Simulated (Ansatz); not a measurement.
Partial pair distribution functions of a relaxed model of amorphous Hf₁₀Si₁₀O₃₁N₆, broadened by 0.06 Å; density 5.54 g/cm³. All values below come from PBE, scalar-relativistic without spin-orbit coupling (plane waves to 420 eV, PAW; Ansatz, a program for electronic structure).

The cell was made by melting and quenching with the CHGNet potential and then relaxed with DFT. O and N atoms were pushed apart under 1.9 Å during the dynamics, to hinder bonds among them. The hot cell started wider than the set density and was brought back towards it in steps. It is the lowest in DFT energy of 2 quenches. It is a model cell: composition and starting density were chosen by hand, and all elements were melted together. No dispersion term was used. Its density started from a set value of 5.73 and ended at 5.54 g/cm³. The simulated quench (nominally 300 K/ps over its main leg) is rapid and tends to freeze in more defects than a deposited or slowly cooled glass has. One small periodic cell is one sample of the glass; other quenches scatter about these values. Volume and shape were free in the relaxation.

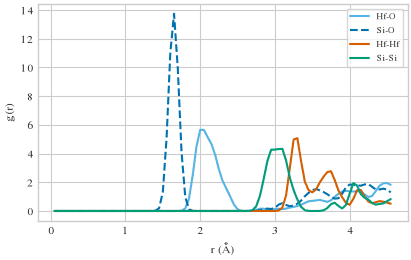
*Partial pair distribution functions*

Highest peaks under 4.5 Å: Hf-O near 2.00 Å, Si-O near 1.65 Å, Hf-Hf near 3.30 Å, Si-Si near 3.10 Å; pairs of few atoms are noisy.

Within 2.56 Å each Hf has 4.50 O neighbours on average.
